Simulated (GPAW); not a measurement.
Band structure of YbIn5Rh (P4/mmm, 7 atoms in the cell).

```
YbIn5Rh
1.0
    4.68710     0.00000     0.00000
    0.00000     4.68710     0.00000
    0.00000     0.00000     7.55496
Yb In Rh
1 5 1
Direct
  0.00000   0.00000   0.00000
  0.50000   0.50000   0.00000
  0.50000   0.00000   0.30001
  0.50000   0.00000   0.69999
  0.00000   0.50000   0.30001
  0.00000   0.50000   0.69999
  0.00000   0.00000   0.50000
```

Method: LDA (Perdew-Wang 92), GPAW PAW datasets LDA (gpaw-data 1.0.1) (plane waves; GPAW).

Settings: mode = pw; ecut = 850 eV; xc = LDA; kpts = 5 5 3; mesh shift (steps) = 0 0 0; occupations.name = methfessel-paxton; occupations.width = 0.1 eV; occupations.order = 0; nbands = -13; convergence.density = 1e-05 e/electron; convergence.energy = 1e-05 eV/electron; symmetry.symmorphic = false; symmetry.tolerance = 0.0005; maxiter = 150.

The starting cell comes from a database of computed structures (which also holds hypothetical and non-ambient phases and stackings), without a prior relaxation at this level. Spin-orbit coupling is off. Spin polarisation is off.

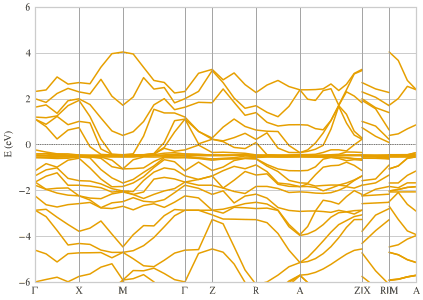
Bands along the path, energies from the Fermi level.

Levels in eV from the Fermi level, bands 49 to 56:
```json
[
 {"point": "Γ", "49": "-0.42", "50": "-0.42", "51": "-0.24", "52": "1.10", "53": "1.10", "54": "1.19", "55": "1.62", "56": "1.99"},
 {"point": "X", "49": "-0.48", "50": "-0.47", "51": "-0.46", "52": "0.73", "53": "1.00", "54": "1.92", "55": "1.99", "56": "2.29"},
 {"point": "M", "49": "-0.54", "50": "-0.53", "51": "-0.47", "52": "-0.47", "53": "-0.46", "54": "-0.45", "55": "0.39", "56": "1.71"},
 {"point": "Z", "49": "-0.46", "50": "-0.46", "51": "-0.36", "52": "0.22", "53": "0.22", "54": "0.28", "55": "1.82", "56": "3.22"},
 {"point": "R", "49": "-0.49", "50": "-0.48", "51": "-0.46", "52": "0.08", "53": "0.22", "54": "0.63", "55": "1.38", "56": "1.69"},
 {"point": "A", "49": "-0.48", "50": "-0.48", "51": "-0.46", "52": "-0.45", "53": "-0.36", "54": "-0.36", "55": "0.86", "56": "2.38"}
]
```

Bands cross the Fermi level along this path, so the cell is metallic at this level.
